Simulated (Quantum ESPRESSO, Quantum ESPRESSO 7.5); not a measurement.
# arsenene, 1 layer: a series in the field along the normal

Aim: how the results for arsenene, 1 layer change with the field along the normal.

Calculated with Quantum ESPRESSO 7.5; plane-wave DFT, PBE, GBRV ultrasoft pseudopotentials (geometry by pw.x at PBE-D3(BJ), GBRV ultrasoft).

### 1. Starting point

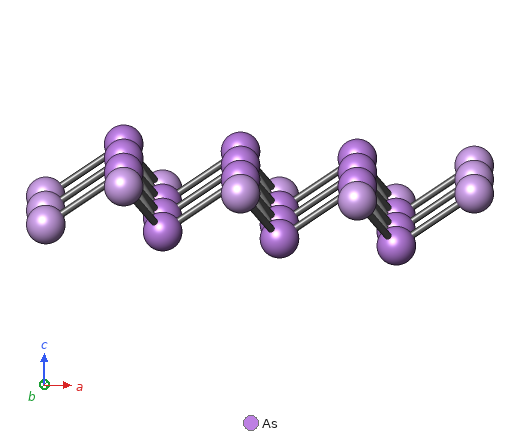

The starting structure, seen nearly edge on (arsenic purple). 3×3×1 cells are drawn. Some periodic images of atoms are drawn too.

The cell holds 2 atoms: 2 As. Cell: a = 3.610 Å, b = 3.610 Å, c = 18.400 Å, α = 90.0°, β = 90.0°, γ = 120.0°. It derives from As. Vacuum lies along c.

Set-up: Cell and atoms are relaxed without a field with a D3(BJ) correction and then held. Sawtooth field with dipole correction, 17 Å of vacuum in the starting cell, Fermi-Dirac smearing of 0.002 Ry; bands along a path at each field.

Members -0.05, 0.1, -0.1, 0.2, -0.2, 0.3 and -0.3 took the same steps and show in the table alone.

### 2. Relaxing cell and ions of the reference

What the set-up leaves free in this member is relaxed.

File ref.relax.in:

```
&control
  prefix = 'ref.relax'
  outdir = './out'
  pseudo_dir = './pseudo'
  nstep = 80
  forc_conv_thr = 0.0004
  calculation = 'vc-relax'
  etot_conv_thr = 1e-06
/
&system
  ibrav = 0
  nat = 2
  ntyp = 1
  ecutwfc = 50
  ecutrho = 250
  vdw_corr = 'grimme-d3'
  dftd3_version = 4
  occupations = 'smearing'
  smearing = 'fd'
  degauss = 0.004
/
&electrons
  conv_thr = 1e-09
  mixing_beta = 0.4
  electron_maxstep = 120
  mixing_mode = 'plain'
/
&ions
/
&cell
  cell_dofree = '2Dxy'
  press_conv_thr = 0.3
/
ATOMIC_SPECIES
  As  74.9216  as_pbe_v1.uspp.F.UPF
CELL_PARAMETERS angstrom
  3.61000000000000 0.00000000000000 0.00000000000000
  -1.80500000000000 3.12635170766182 0.00000000000000
  0.00000000000000 0.00000000000000 18.40000000000000
ATOMIC_POSITIONS crystal
  As  0.666666666700 0.333333333300 0.461956521739
  As  0.333333333300 0.666666666700 0.538043478261
K_POINTS automatic
  12 12 1 0 0 0
```

Run with:

```sh
$ OMP_NUM_THREADS=1 mpirun -n 4 pw.x -nk 4 -in ref.relax.in > ref.relax.out
```

The program printed:

```text
Program PWSCF v.7.5 starts
[citation notice left out]

     Parallel version (MPI & OpenMP), running on       4 processor cores
     Number of MPI processes:                 4
     Threads/MPI process:                     1

     MPI processes distributed on     1 nodes
[...]
Current dimensions of program PWSCF are:
     Max number of different atomic species (ntypx) = 10
     Max number of k-points (npk) =  40000
     Max angular momentum in pseudopotentials (lmaxx) =  4
     Message from routine setup:
     using ibrav=0 with symmetry is DISCOURAGED, use correct ibrav instead

     K-points division:     npool     =       4
     Subspace diagonalization in iterative solution of the eigenvalue problem:
     a serial algorithm will be used

     G-vector sticks info
     --------------------
     sticks:   dense  smooth     PW     G-vecs:    dense   smooth      PW
     Sum         805     649    199                93595    67009   10735

     Using Slab Decomposition

     bravais-lattice index     =            0
     lattice parameter (alat)  =       6.8219  a.u.
     unit-cell volume          =    1401.3914 (a.u.)^3
     number of atoms/cell      =            2
     number of atomic types    =            1
     number of electrons       =        10.00
     number of Kohn-Sham states=            9
     kinetic-energy cutoff     =      50.0000  Ry
     charge density cutoff     =     250.0000  Ry
     scf convergence threshold =      1.0E-09
     mixing beta               =       0.4000
     number of iterations used =            8  plain     mixing
     energy convergence thresh.=      1.0E-06
     force convergence thresh. =      4.0E-04
     press convergence thresh. =      3.0E-01
     Exchange-correlation= SLA  PW   PBE  PBE
                           (   1   4   3   4   0   0   0)
     nstep                     =           80

     celldm(1)=   6.821911  celldm(2)=   0.000000  celldm(3)=   0.000000
     celldm(4)=   0.000000  celldm(5)=   0.000000  celldm(6)=   0.000000

     crystal axes: (cart. coord. in units of alat)
               a(1) = (   1.000000   0.000000   0.000000 )
               a(2) = (  -0.500000   0.866025   0.000000 )
               a(3) = (   0.000000   0.000000   5.096953 )

     reciprocal axes: (cart. coord. in units 2 pi/alat)
               b(1) = (  1.000000  0.577350 -0.000000 )
               b(2) = (  0.000000  1.154701  0.000000 )
               b(3) = (  0.000000 -0.000000  0.196196 )

     PseudoPot. # 1 for As read from file:
     ./pseudo/as_pbe_v1.uspp.F.UPF
     Pseudo is Ultrasoft + core correction, Zval =  5.0
     Generated by new atomic code, or converted to UPF format
     Using radial grid of  875 points,  6 beta functions with:
                l(1) =   0
                l(2) =   0
                l(3) =   1
                l(4) =   1
                l(5) =   2
                l(6) =   2
     Q(r) pseudized with  8 coefficients,  rinner =    1.300   1.300   1.300
                                                       1.300   1.300

     atomic species   valence    mass     pseudopotential
     As                5.00    74.92160     As( 1.00)

     12 Sym. Ops., with inversion, found

   Cartesian axes

     site n.     atom                  positions (alat units)
         1        As     tau(   1) = (   0.5000000   0.2886751   2.3545706  )
         2        As     tau(   2) = (  -0.0000000   0.5773503   2.7423823  )

     --------------------------------------------
     DFT-D3 Dispersion Correction (3-body terms):
     --------------------------------------------
       Reference C6 values for interpolation:

         atom   Coordination number   C6
         As         0.000           525.90
         As         0.989           508.38
         As         1.979           482.50
         As         2.971           448.57

       Values used:

         atom   Coordination number  R0_AB[au]  C6      C8
         As         3.442            3.461    448.59  34551.20
         As         3.442            3.461    448.59  34551.20

         Molecular C6 ( Ry / a.u.^6 ) =      1794.34

     number of k points=    19  Fermi-Dirac smearing, width (Ry)=  0.0040
                       cart. coord. in units 2pi/alat
        k(    1) = (   0.0000000   0.0000000   0.0000000), wk =   0.0138889
        k(    2) = (   0.0000000   0.0962250   0.0000000), wk =   0.0833333
        k(    3) = (   0.0000000   0.1924501   0.0000000), wk =   0.0833333
        k(    4) = (   0.0000000   0.2886751   0.0000000), wk =   0.0833333
        k(    5) = (   0.0000000   0.3849002   0.0000000), wk =   0.0833333
        k(    6) = (   0.0000000   0.4811252   0.0000000), wk =   0.0833333
        k(    7) = (   0.0000000  -0.5773503   0.0000000), wk =   0.0416667
        k(    8) = (   0.0833333   0.1443376   0.0000000), wk =   0.0833333
        k(    9) = (   0.0833333   0.2405626   0.0000000), wk =   0.1666667
        k(   10) = (   0.0833333   0.3367877   0.0000000), wk =   0.1666667
[...]
k(   19) = (   0.3333333   0.5773503   0.0000000), wk =   0.0277778

     Dense  grid:    93595 G-vectors     FFT dimensions: (  36,  36, 180)

     Smooth grid:    67009 G-vectors     FFT dimensions: (  32,  32, 160)

     Estimated max dynamical RAM per process >     141.06 MB

     Estimated total dynamical RAM >     495.69 MB

     Initial potential from superposition of free atoms

     starting charge       9.9995, renormalised to      10.0000

     negative rho (up, down):  9.733E-05 0.000E+00
     Starting wfcs are    8 randomized atomic wfcs +    1 random wfcs

     total cpu time spent up to now is        0.8 secs

     per-process dynamical memory:    64.4 Mb

     Self-consistent Calculation

     iteration #  1     ecut=    50.00 Ry     beta= 0.40
     Davidson diagonalization with overlap
     ethr =  1.00E-02,  avg # of iterations =  5.0

     Threshold (ethr) on eigenvalues was too large:
     Diagonalizing with lowered threshold

     Davidson diagonalization with overlap
     ethr =  2.14E-04,  avg # of iterations =  3.9

     negative rho (up, down):  1.795E-05 0.000E+00

     total cpu time spent up to now is        2.4 secs

     total energy              =     -80.57389492 Ry
     estimated scf accuracy    <       0.02089234 Ry

     iteration #  2     ecut=    50.00 Ry     beta= 0.40
[...]
negative rho (up, down):  4.469E-05 0.000E+00

[...]
total energy              =     -80.57339490 Ry
     estimated scf accuracy    <       0.00614371 Ry

[...]
internal energy E=F+TS    =     -80.57406079 Ry

     The total energy is F=E-TS. E is the sum of the following terms:
     one-electron contribution =    -117.61170115 Ry
     hartree contribution      =      60.65497780 Ry
     xc contribution           =     -63.00327183 Ry
     ewald contribution        =      39.41650555 Ry
     DFT-D3 Dispersion         =      -0.03057116 Ry

     convergence has been achieved in   5 iterations

     negative rho (up, down):  1.011E-04 0.000E+00

     Forces acting on atoms (cartesian axes, Ry/au):

     atom    1 type  1   force =    -0.00000000   -0.00000000   -0.00015743
     atom    2 type  1   force =     0.00000000    0.00000000    0.00015743

     Total force =     0.000223     Total SCF correction =     0.000002

     Computing stress (Cartesian axis) and pressure

     negative rho (up, down):  1.011E-04 0.000E+00
          total   stress  (Ry/bohr**3)                   (kbar)     P=       -1.79
  -0.00001812  -0.00000000   0.00000000           -2.67       -0.00        0.00
  -0.00000000  -0.00001812   0.00000000           -0.00       -2.67        0.00
   0.00000000   0.00000000  -0.00000035            0.00        0.00       -0.05

     Energy error            =      3.4E-05 Ry
     Gradient error          =      1.6E-04 Ry/Bohr
     Cell gradient error     =      2.7E+00 kbar

     number of scf cycles    =   3
     number of bfgs steps    =   2

     enthalpy           old  =     -80.5740265360 Ry
     enthalpy           new  =     -80.5740607877 Ry

     CASE: enthalpy          _new < enthalpy          _old

     new trust radius        =       0.0069461428 bohr
     new conv_thr            =            1.0E-11 Ry

     new unit-cell volume =   1395.48790 a.u.^3 (   206.78997 Ang^3 )
     density =      1.20325 g/cm^3

CELL_PARAMETERS (angstrom)
   3.602388180  -0.000000000   0.000000000
  -1.801194090   3.119759678   0.000000000
   0.000000000   0.000000000  18.400000000

ATOMIC_POSITIONS (crystal)
As               0.6666666667        0.3333333333        0.4620996566
As               0.3333333333        0.6666666667        0.5379003434

[...]
NEW-OLD atomic charge density approx. for the potential
     New effective cutoffs (rho, wfc):  250.84   50.21

     negative rho (up, down):  1.028E-04 0.000E+00

     total cpu time spent up to now is       25.0 secs

     per-process dynamical memory:    68.5 Mb

[...]
!    total energy              =     -80.57410346 Ry
[...]
Total force =     0.001672     Total SCF correction =     0.000000
[...]
number of bfgs steps    =   3
[...]
new trust radius        =       0.0104192142 bohr
[...]
!    total energy              =     -80.57415365 Ry
[...]
Total force =     0.003032     Total SCF correction =     0.000007
[...]
number of bfgs steps    =   4
[...]
new trust radius        =       0.0156288213 bohr
[...]
!    total energy              =     -80.57420864 Ry
[...]
Total force =     0.004052     Total SCF correction =     0.000002
[...]
number of bfgs steps    =   5
[...]
new trust radius        =       0.0223195712 bohr
[...]
!    total energy              =     -80.57424845 Ry
[...]
Total force =     0.003881     Total SCF correction =     0.000005
[...]
number of bfgs steps    =   6
[...]
new trust radius        =       0.0039668853 bohr
[...]
!    total energy              =     -80.57425726 Ry
[...]
Total force =     0.002514     Total SCF correction =     0.000003
[...]
number of bfgs steps    =   7
[...]
new trust radius        =       0.0030914784 bohr
[...]
!    total energy              =     -80.57426300 Ry
[...]
Total force =     0.000225     Total SCF correction =     0.000003
[...]
number of bfgs steps    =   8
[...]
new trust radius        =       0.0009830088 bohr
[...]
!    total energy              =     -80.57426313 Ry
[...]
Total force =     0.000006     Total SCF correction =     0.000002
[...]
Self-consistent Calculation

     iteration #  1     ecut=    50.00 Ry     beta= 0.40
     Davidson diagonalization with overlap
     c_bands:  1 eigenvalues not converged
     c_bands:  1 eigenvalues not converged
     c_bands:  1 eigenvalues not converged
     ethr =  1.00E-06,  avg # of iterations = 17.9

     negative rho (up, down):  1.779E-05 0.000E+00

     total cpu time spent up to now is       78.6 secs

     total energy              =     -80.57463602 Ry
     estimated scf accuracy    <       0.02119765 Ry

[...]
iteration # 10     ecut=    50.00 Ry     beta= 0.40
[...]
negative rho (up, down):  9.809E-05 0.000E+00

[...]
End of self-consistent calculation

          k = 0.0000 0.0000 0.0000 (  8269 PWs)   bands (ev):

   -16.3814 -10.0508  -3.4464  -2.7282  -2.7282  -0.7060   0.7693   0.7693
     2.0186

          k = 0.0000 0.0971 0.0000 (  8227 PWs)   bands (ev):

   -16.2873 -10.0325  -3.6417  -3.3986  -2.9422  -0.1055   0.6665   0.9832
     2.1610

          k = 0.0000 0.1942 0.0000 (  8263 PWs)   bands (ev):

   -16.0080 -10.0242  -5.0058  -3.4143  -3.2919  -0.4925   1.3651   1.3956
     2.4774

          k = 0.0000 0.2913 0.0000 (  8267 PWs)   bands (ev):

   -15.5534 -10.1880  -6.0582  -3.9114  -3.2791  -1.0586   1.5618   1.6815
     2.8442

          k = 0.0000 0.3884 0.0000 (  8215 PWs)   bands (ev):

   -14.9498 -10.7197  -6.4975  -4.3137  -3.6013  -1.1935   1.0444   1.7667
     3.5214

          k = 0.0000 0.4855 0.0000 (  8206 PWs)   bands (ev):

   -14.2808 -11.4918  -6.4180  -4.5696  -4.1417  -0.9714   0.5123   1.7533
     3.6099

[...]
the Fermi energy is    -1.9918 ev

!    total energy              =     -80.57425382 Ry
     estimated scf accuracy    <          1.2E-12 Ry
     smearing contrib. (-TS)   =      -0.00000000 Ry
     internal energy E=F+TS    =     -80.57425381 Ry

     The total energy is F=E-TS. E is the sum of the following terms:
     one-electron contribution =    -119.27418753 Ry
     hartree contribution      =      61.50532732 Ry
     xc contribution           =     -63.01796986 Ry
     ewald contribution        =      40.24363820 Ry
     DFT-D3 Dispersion         =      -0.03106195 Ry

     convergence has been achieved in  10 iterations

     negative rho (up, down):  9.809E-05 0.000E+00

     Forces acting on atoms (cartesian axes, Ry/au):

     atom    1 type  1   force =     0.00000000    0.00000000   -0.00001800
     atom    2 type  1   force =    -0.00000000   -0.00000000    0.00001800

     Total force =     0.000025     Total SCF correction =     0.000001

     Computing stress (Cartesian axis) and pressure

     negative rho (up, down):  9.809E-05 0.000E+00
          total   stress  (Ry/bohr**3)                   (kbar)     P=       -0.02
   0.00000010   0.00000000   0.00000000            0.02        0.00        0.00
  -0.00000000   0.00000010   0.00000000           -0.00        0.02        0.00
   0.00000000   0.00000000  -0.00000064            0.00        0.00       -0.09

[...]
=------------------------------------------------------------------------------=
   JOB DONE.
=------------------------------------------------------------------------------=
```

Wall time 88 s (4 MPI ranks of Arm Neoverse V1, shared host); peak memory 0.66 GiB.

The steps of the relaxation:

| step | energy less that of the first step (eV) | largest force (eV/Å) | volume (Å³) |
| --- | --- | --- | --- |
| 1 | 0.0000 | 0.0638 | 207.66 |
| 2 | -0.0006 | 0.0231 | 207.43 |
| 3 | -0.0010 | 0.0040 | 207.17 |
| 4 | -0.0016 | 0.0304 | 206.79 |
| 5 | -0.0023 | 0.0551 | 206.21 |
| 6 | -0.0030 | 0.0737 | 205.35 |
| 7 | -0.0036 | 0.0706 | 204.12 |
| 8 | -0.0037 | 0.0457 | 203.90 |
| 9 | -0.0038 | 0.0041 | 203.86 |
| 10 | -0.0038 | 0.0001 | 203.91 |
| 11 | -0.0037 | 0.0005 | 203.91 |

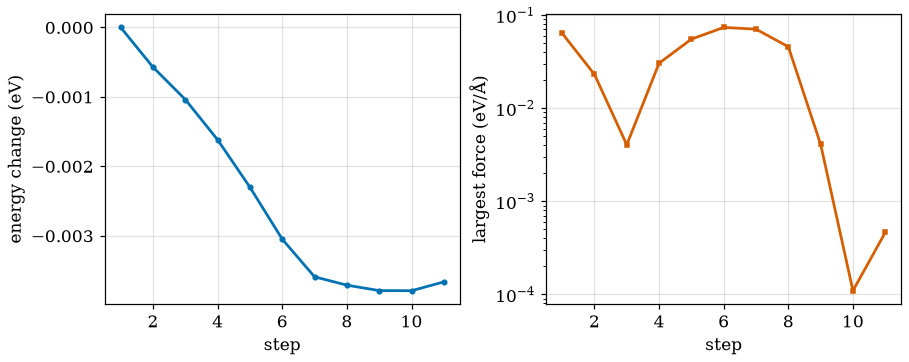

Energy and largest force along the relaxation.

| cell as run | before | after | change |
| --- | --- | --- | --- |
| a (Å) | 3.610 | 3.577 | -0.9 % |
| b (Å) | 3.610 | 3.577 | -0.9 % |

The relaxed structure:

```
CELL_PARAMETERS angstrom
3.57723 0.00000 0.00000
-1.78861 3.09797 0.00000
0.00000 0.00000 18.40000
ATOMIC_POSITIONS crystal
As 0.66667 0.33333 0.46185
As 0.33333 0.66667 0.53815
```

 The last row is no step: it is a fresh SCF in the final cell with a new plane-wave basis, +0 meV from the row before.

This step gave:

- free energy: -1096.2686 eV
- Fermi energy: -1.992 eV

(Part 1 of 4 ends here.)

[Logs are printed without paths, hosts, clocks, repeated set-up lines and the standing remarks that a program may print on its own settings, such as how far it seeks lower states.]

[Hosts, paths, dates, database ids (printed as entryN), source tags and the programs' standing remarks are cut or masked in the printed files.]

[Maps of the electrostatic potential energy from Ansatz leave out the sawtooth potential of an applied field or a dipole correction, so their vacuum need not be flat; planar profiles and work functions include it.]
